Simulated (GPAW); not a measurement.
# H/Pt(100): simulated STM images

What would a tunnelling microscope show on H/Pt(100)?

Main program and level: GPAW 26.7.0; GPAW, PAW setups; slab in vacuum, relaxation, in the first sound run; inputs show where later runs differ.

## (1) The starting structure

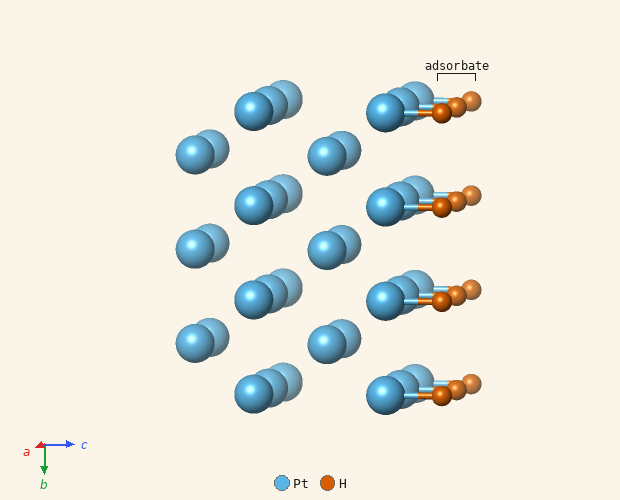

The cell as given, from the side, with the c axis across the page (platinum blue, hydrogen orange). 2×3×1 cells are drawn. Some periodic images of atoms are drawn too.

The cell holds 5 atoms: 4 Pt and 1 H. Its edges and angles: a = 2.772 Å, b = 2.772 Å, c = 23.550 Å, α = 90.0°, β = 90.0°, γ = 90.0°. Vacuum lies along c.

## (2) Relaxation

The atoms are relaxed first, since the surface dipole, and with it the work function, follows the positions of the outer layers. The lowest 2 atoms are held at bulk positions and keep their forces.

Contents of run.py:

```python
import json
import numpy as np
from ase import Atoms
from ase.constraints import FixAtoms
from ase.optimize import BFGS
from gpaw import GPAW, PW

slab = Atoms(
    ['Pt', 'Pt', 'Pt', 'Pt', 'H'],
    positions=[
        [1.38593, 1.38593, 8.00000],
        [0.00000, 0.00000, 9.96000],
        [1.38593, 1.38593, 11.92000],
        [0.00000, 0.00000, 13.88000],
        [0.00000, 0.00000, 15.55000]],
    cell=[[2.77186, 0.0, 0.0], [0.0, 2.77186, 0.0], [0.0, 0.0, 23.55]],
    pbc=[True, True, False])

slab.calc = GPAW(mode=PW(500), xc='PBE', kpts={'size': (11, 11, 1), 'gamma': True},
                 occupations={'name': 'fermi-dirac', 'width': 0.1}, nbands='160%',
                 convergence={'density': 1e-05}, maxiter=200,
                 poissonsolver={'dipolelayer': 'xy'},
                 symmetry={'tolerance': 1e-3, 'extra_ids': [1, 1, 0, 0, 0]}, txt='slab.txt')
result = {}
slab.set_constraint(FixAtoms([0, 1]))
path = []
opt = BFGS(slab, maxstep=0.2)
opt.attach(lambda: path.append((slab.get_potential_energy(), slab.positions.tolist(), slab.get_forces().tolist())))
result['relaxed'] = bool(opt.run(fmax=0.03, steps=40))
result['path'] = path
energy = slab.get_potential_energy()
fermi = slab.calc.get_fermi_level()
v = slab.calc.get_electrostatic_potential().mean((0, 1)) - fermi
n = slab.calc.get_pseudo_density().mean((0, 1))
L = slab.cell[2, 2]
z = np.arange(len(v)) * L / len(v)
low, high = slab.positions[:, 2].min(), slab.positions[:, 2].max()
below, above = np.interp([low - 5.8, high + 5.8], z, v)
slopes = [np.interp(x, z, np.gradient(v, z)) for x in (low - 5.8, high + 5.8)]
eps = np.array([[slab.calc.get_eigenvalues(k, s) for k in range(len(slab.calc.get_ibz_k_points()))]
                for s in range(slab.calc.get_number_of_spins())]) - fermi
top, bottom = eps[eps < 0].max(), eps[eps > 0].min()
dipole = slab.get_dipole_moment()[2]
print(f'energy {energy:.4f} eV, Fermi level {fermi:.4f} eV, dipole {dipole:.5f} e A')
print(f'potential 5.8 A off the faces, from the Fermi level: lower {below:.4f} eV, upper {above:.4f} eV')
print(f'slope of the potential there: lower {slopes[0]:.5f}, upper {slopes[1]:.5f} eV/A')
print(f'nearest levels on the mesh: {top:.4f} and {bottom:.4f} eV')
print('magnetic moment', round(slab.get_magnetic_moment(), 3))
result.update(energy=energy, fermi=fermi, dipole=dipole, below=below, above=above, slopes=slopes, edges=[top, bottom],
              z=z.tolist(), v=v.tolist(), n=n.tolist(), positions=slab.positions.tolist(),
              forces=slab.get_forces(apply_constraint=False).tolist(), moments=slab.get_magnetic_moments().tolist())
json.dump(result, open('result.json', 'w'))
```

The run is started by

```console
$ OMP_NUM_THREADS=1 OPENBLAS_NUM_THREADS=1 python run.py
```

Output:

```text
Step          Energy          fmax
BFGS:    0      -27.733210        2.042185
BFGS:    1      -27.807120        1.286212
BFGS:    2      -27.843053        0.455442
BFGS:    3      -27.847265        0.196659
BFGS:    4      -27.848183        0.165818
BFGS:    5      -27.852964        0.171560
BFGS:    6      -27.853872        0.164551
BFGS:    7      -27.857492        0.190054
BFGS:    8      -27.859410        0.135141
BFGS:    9      -27.860168        0.046199
BFGS:   10      -27.860266        0.005263
energy -27.7542 eV, Fermi level 0.4439 eV, dipole 0.01607 e A
potential 5.8 A off the faces, from the Fermi level: lower 5.6479 eV, upper 5.2586 eV
slope of the potential there: lower 0.00012, upper 0.00005 eV/A
nearest levels on the mesh: -0.0002 and 0.0158 eV
magnetic moment 0.0
```

The job ended after 37 min (1 thread of Arm Neoverse N1, shared host; peak memory 0.28 GiB).

The steps of the relaxation:

```tsv
step	energy less that of the first step (eV)	largest force (eV/Å)
1	0.0000	2.0422
2	-0.0746	1.2862
3	-0.1112	0.4554
4	-0.1152	0.1967
5	-0.1160	0.1658
6	-0.1198	0.1716
7	-0.1205	0.1646
8	-0.1235	0.1901
9	-0.1251	0.1351
10	-0.1260	0.0462
11	-0.1262	0.0053
```

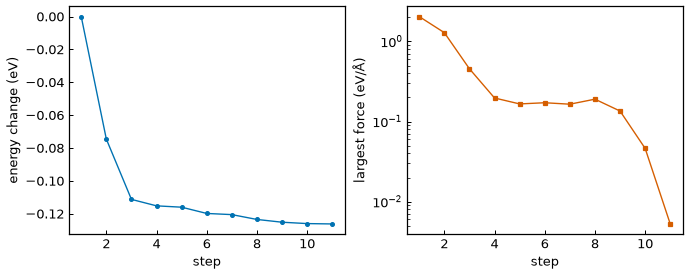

Energy and largest force along the relaxation.

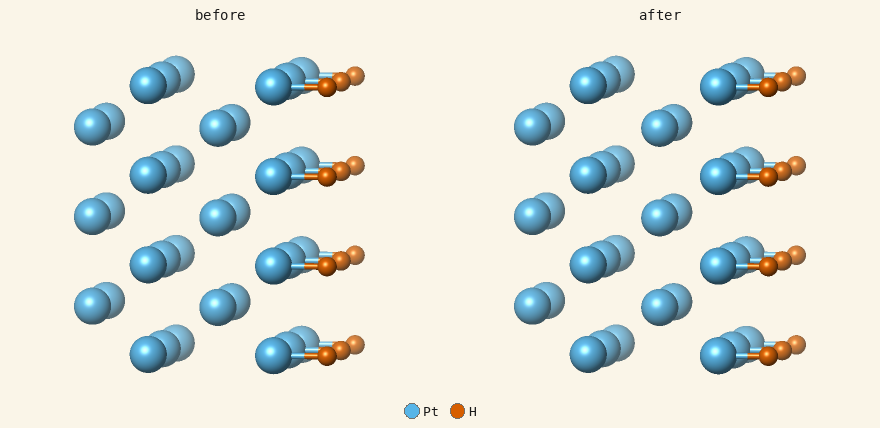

The structure before and after the relaxation, drawn at the same scale.

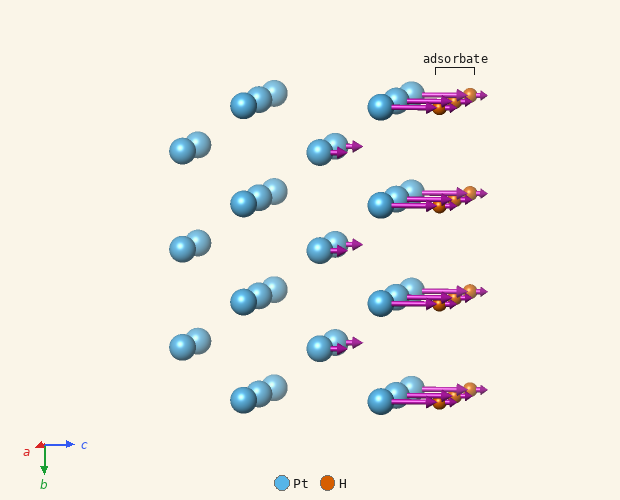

Displacements in the relaxation, exaggerated; the longest in the cell stands for 0.15 Å. 2×3×1 cells are drawn. Some periodic images of atoms are drawn too.

The atoms that moved most (Å):

```tsv
atom	dx	dy	dz	length
Pt4	0.000	0.000	0.151	0.151
Pt3	0.000	0.000	0.057	0.057
H5	0.000	0.000	0.039	0.039
```

The relaxed structure:

```xyz
5
Lattice="2.7719 0.0000 0.0000 0.0000 2.7719 0.0000 0.0000 0.0000 23.5500" Properties=species:S:1:pos:R:3
Pt    1.3859    1.3859    8.0000
Pt    0.0000    0.0000    9.9600
Pt    1.3859    1.3859   11.9769
Pt    0.0000    0.0000   14.0306
H     0.0000    0.0000   15.5891
```

This step gave:

* dipole along the normal: 0.01607 e·Å
* levels nearest the Fermi level on the mesh: -2.33e-4, 0.01582 eV from the Fermi level
* upper work function: 5.259 eV
* lower work function: 5.648 eV

The electrostatic potential energy of an electron (without an applied field's), less the Fermi level, planar mean oscillates, so the rows of the table below give means over windows of 2.5 Å about each position, cut where the curve ends. Its maxima inside the range that stand out by 2 % of the span (Å: eV): 8.9: -2.53, 10.9: -2.15, 13.0: -1.84, 15.3: 2.72. Its minima: 8.0: -22.5, 10.0: -22.8, 12.0: -22.9, 14.0: -22.5, 15.5: 1.95.

The electrostatic potential energy of an electron (without an applied field's), less the Fermi level, planar mean by z; means over each step:

```tsv
z (Å)	electrostatic potential energy of an electron (without an applied field's), less the Fermi level, planar mean (eV)
0.0	5.62
2.5	5.65
5.0	5.58
7.5	-7.24
10.0	-10.0
12.5	-11.2
15.0	-5.02
17.5	5.19
20.0	5.26
22.5	5.27
```

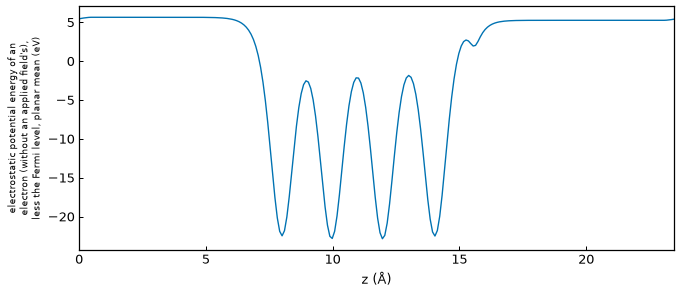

Electrostatic potential energy of an electron (without an applied field's), less the Fermi level, planar mean, plotted against z.

The pseudo valence density, planar mean oscillates, so the rows of the table below give means over windows of 2.07 Å about each position, cut where the curve ends. Its maxima inside the range that stand out by 2 % of the span (Å: e/Å³): 7.9: 2.02, 10.0: 2.11, 12.1: 2.05, 13.9: 2.03. Its minima: 9.0: 0.430, 10.9: 0.395, 13.0: 0.361.

Pseudo valence density, planar mean against z; means over each step:

```tsv
z (Å)	pseudo valence density, planar mean (e/Å³)
3.10	1.0e-5
5.17	0.00331
7.24	0.749
9.31	1.08
11.38	1.03
13.45	1.01
15.52	0.218
17.59	0.00187
19.66	3.2e-6
```

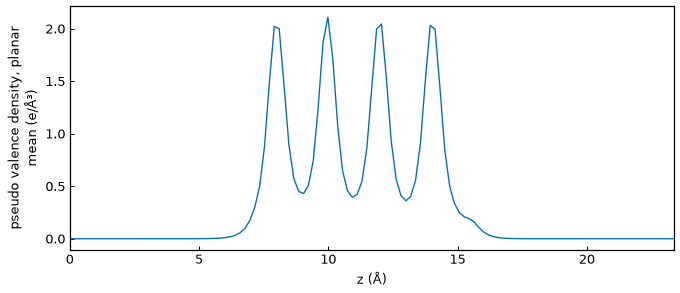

Pseudo valence density, planar mean against z.

The relaxation lowered the energy of the cell by 0.126 eV (energies extrapolated to zero smearing; the optimiser's log prints free energies). The largest force left on a free atom is 0.0053 eV/Å.

## (3) Plane waves, PBE

The work function is the vacuum plateau of the electrostatic potential less the Fermi level; a dipole layer lets the two faces have plateaus of their own.

This step: GPAW, PAW setups; slab in vacuum (GPAW 26.7.0).

Changes to run.py since step 2:

```diff
@@ -3,4 +3,3 @@
 from ase import Atoms
-from ase.constraints import FixAtoms
-from ase.optimize import BFGS
+from ase.dft.stm import STM
 from gpaw import GPAW, PW
@@ -12,5 +11,5 @@
         [0.00000, 0.00000, 9.96000],
-        [1.38593, 1.38593, 11.92000],
-        [0.00000, 0.00000, 13.88000],
-        [0.00000, 0.00000, 15.55000]],
+        [1.38593, 1.38593, 11.97688],
+        [0.00000, -0.00000, 14.03064],
+        [-0.00000, 0.00000, 15.58913]],
     cell=[[2.77186, 0.0, 0.0], [0.0, 2.77186, 0.0], [0.0, 0.0, 23.55]],
@@ -22,10 +21,4 @@
                  poissonsolver={'dipolelayer': 'xy'},
-                 symmetry={'tolerance': 1e-3, 'extra_ids': [1, 1, 0, 0, 0]}, txt='slab.txt')
+                 symmetry={'tolerance': 1e-3}, txt='slab.txt')
 result = {}
-slab.set_constraint(FixAtoms([0, 1]))
-path = []
-opt = BFGS(slab, maxstep=0.2)
-opt.attach(lambda: path.append((slab.get_potential_energy(), slab.positions.tolist(), slab.get_forces().tolist())))
-result['relaxed'] = bool(opt.run(fmax=0.03, steps=40))
-result['path'] = path
 energy = slab.get_potential_energy()
@@ -51,2 +44,16 @@
               forces=slab.get_forces(apply_constraint=False).tolist(), moments=slab.get_magnetic_moments().tolist())
+
+# Images need the states of the whole zone, up to time reversal
+slab.calc = slab.calc.fixed_density(symmetry={'point_group': False}, txt='states.txt', nbands='250%',
+                                    convergence={'bands': 'CBM+1.8'})
+stm = STM(slab)
+result['stm'] = []
+for bias in [-2.0, -1.0, 1.5]:
+    height = high + 4.0
+    current = stm.get_averaged_current(bias, height)
+    x, y, h = stm.scan(bias, current)
+    i, f = divmod(height / L * stm.ldos.shape[2], 1)
+    I = abs((1 - f) * stm.ldos[:, :, int(i)] + f * stm.ldos[:, :, int(i) + 1])
+    print(f'bias {bias} V: mean current at 4.0 A {current:.4e}, corrugation {np.ptp(h):.4f} A')
+    result['stm'].append(dict(bias=bias, current=current, h=(h - high).tolist(), I=I.tolist()))
 json.dump(result, open('result.json', 'w'))
```

Output:

```text
energy -27.7542 eV, Fermi level 0.4438 eV, dipole 0.01652 e A
potential 5.8 A off the faces, from the Fermi level: lower 5.6483 eV, upper 5.2590 eV
slope of the potential there: lower 0.00006, upper 0.00016 eV/A
nearest levels on the mesh: -0.0002 and 0.0158 eV
magnetic moment 0.0
bias -2.0 V: mean current at 4.0 A 3.5234e-07, corrugation 0.0798 A
bias -1.0 V: mean current at 4.0 A 2.6232e-07, corrugation 0.0751 A
bias 1.5 V: mean current at 4.0 A 1.6303e-06, corrugation 0.0760 A
```

Wall time 13 min (1 thread); peak memory 0.75 GiB.

This step gave:

- dipole along the normal: 0.01652 e·Å
- levels nearest the Fermi level on the mesh: -2.34e-4, 0.01582 eV from the Fermi level
- corrugation -2: 0.07976 Å
- corrugation -1: 0.07514 Å
- corrugation 1.5: 0.07602 Å

The electrostatic potential energy of an electron (without an applied field's), less the Fermi level, planar mean oscillates, so the rows of the table below give means over windows of 2.5 Å about each position, cut where the curve ends. Its maxima inside the range that stand out by 2 % of the span (Å: eV): 8.9: -2.53, 10.9: -2.15, 13.0: -1.84, 15.3: 2.72. Its minima: 8.0: -22.5, 10.0: -22.8, 12.0: -22.9, 14.0: -22.5, 15.5: 1.95.

Electrostatic potential energy of an electron (without an applied field's), less the Fermi level, planar mean against z; means over each step:

```tsv
z (Å)	electrostatic potential energy of an electron (without an applied field's), less the Fermi level, planar mean (eV)
0.0	5.62
2.5	5.65
5.0	5.58
7.5	-7.24
10.0	-10.0
12.5	-11.2
15.0	-5.02
17.5	5.19
20.0	5.26
22.5	5.27
```

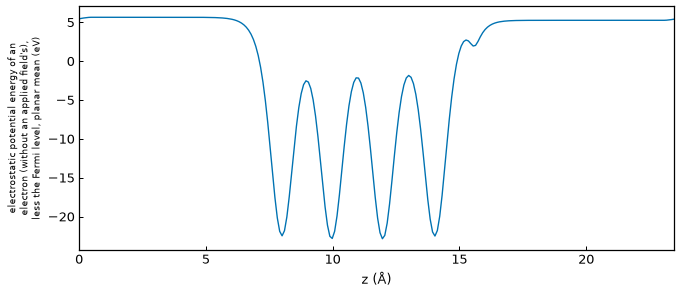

Electrostatic potential energy of an electron (without an applied field's), less the Fermi level, planar mean against z.

The pseudo valence density, planar mean oscillates, so the rows of the table below give means over windows of 2.07 Å about each position, cut where the curve ends. Its maxima inside the range that stand out by 2 % of the span (Å: e/Å³): 7.9: 2.02, 10.0: 2.11, 12.1: 2.05, 13.9: 2.03. Its minima: 9.0: 0.430, 10.9: 0.395, 13.0: 0.361.

The pseudo valence density, planar mean by z; means over each step:

```tsv
z (Å)	pseudo valence density, planar mean (e/Å³)
3.10	9.9e-6
5.17	0.00331
7.24	0.749
9.31	1.08
11.38	1.03
13.45	1.01
15.52	0.218
17.59	0.00187
19.66	3.2e-6
```

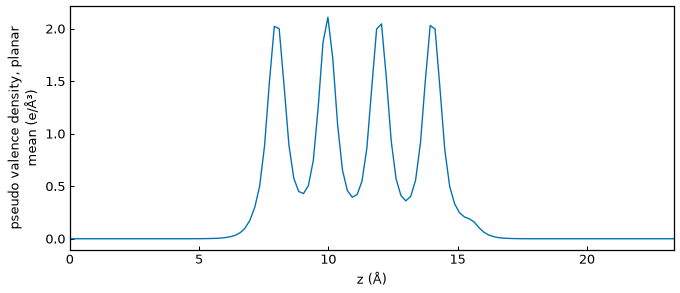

Pseudo valence density, planar mean, plotted against z.

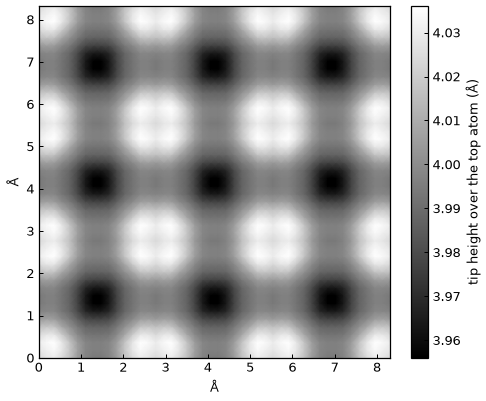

Tip height over the top atom over a1 and a2. Sample bias -2 V, constant current at the mean current 4.0 Å over the top atom. The cell is repeated, with its origin at the lower left corner.

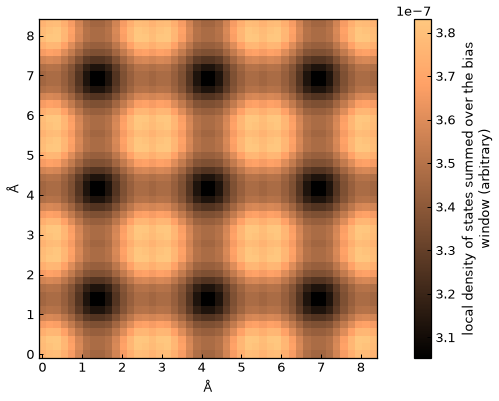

Local density of states summed over the bias window over a1 and a2. Sample bias -2 V, constant height 4.0 Å over the top atom. The cell is repeated, with its origin at the lower left corner.

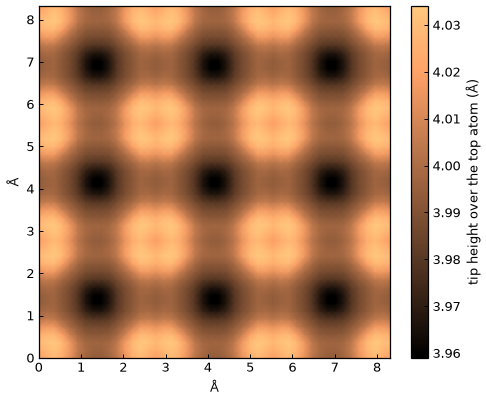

Tip height over the top atom over a1 and a2. Sample bias -1 V, constant current at the mean current 4.0 Å over the top atom. The cell is repeated, with its origin at the lower left corner.

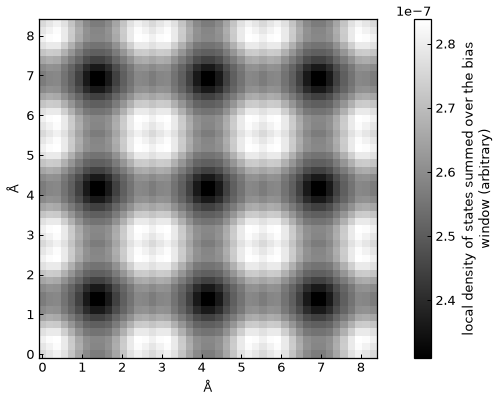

Local density of states summed over the bias window over a1 and a2. Sample bias -1 V, constant height 4.0 Å over the top atom. The cell is repeated, with its origin at the lower left corner.

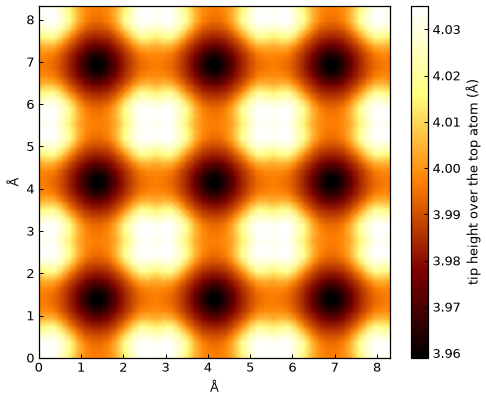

Tip height over the top atom over a1 and a2. Sample bias 1.5 V, constant current at the mean current 4.0 Å over the top atom. The cell is repeated, with its origin at the lower left corner.

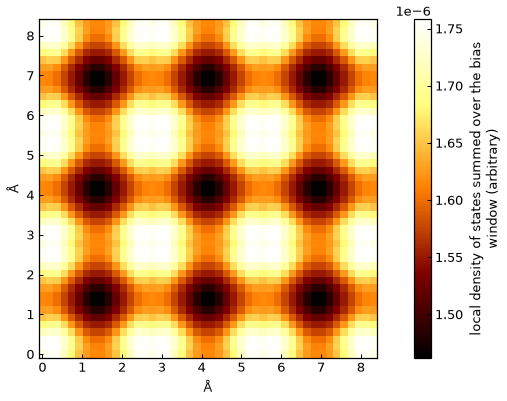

Local density of states summed over the bias window over a1 and a2. Sample bias 1.5 V, constant height 4.0 Å over the top atom. The cell is repeated, with its origin at the lower left corner.

The potential is flat to 1.6e-4 eV/Å where it is read, so the vacuum is wide enough.

## (4) Summary of results

```
work function, upper and lower face : 5.259 and 5.648 eV
dipole along the normal             : 0.0165 e Å
corrugation at -2 V                 : 0.0798 Å
corrugation at -1 V                 : 0.0751 Å
corrugation at 1.5 V                : 0.0760 Å
```

The tip height varies by 0.075 to 0.080 Å over the cell, much the same at every bias tried. Negative sample bias images filled states, positive bias empty ones. The two faces differ by 0.39 eV, the step that the slab's dipole makes (e p/(ε0 A) gives 0.39 eV), so the dipole layer is needed. The images are of Tersoff-Hamann type: an s-wave tip, no tip-sample forces, heights closer than in a microscope. The cell of 7.68 Å² holds one H, started on one chosen site; other sites and coverages weren't tried. The in-plane lattice was kept as typed, which isn't the functional's own and leaves some strain; spin-orbit coupling and temperature are left out.

[Logs are printed without paths, hosts, clocks, repeated set-up lines and the standing remarks that a program may print on its own settings, such as how far it seeks lower states.]

[Hosts, paths, dates, database ids (printed as entryN), source tags and the programs' standing remarks are cut or masked in the printed files.]
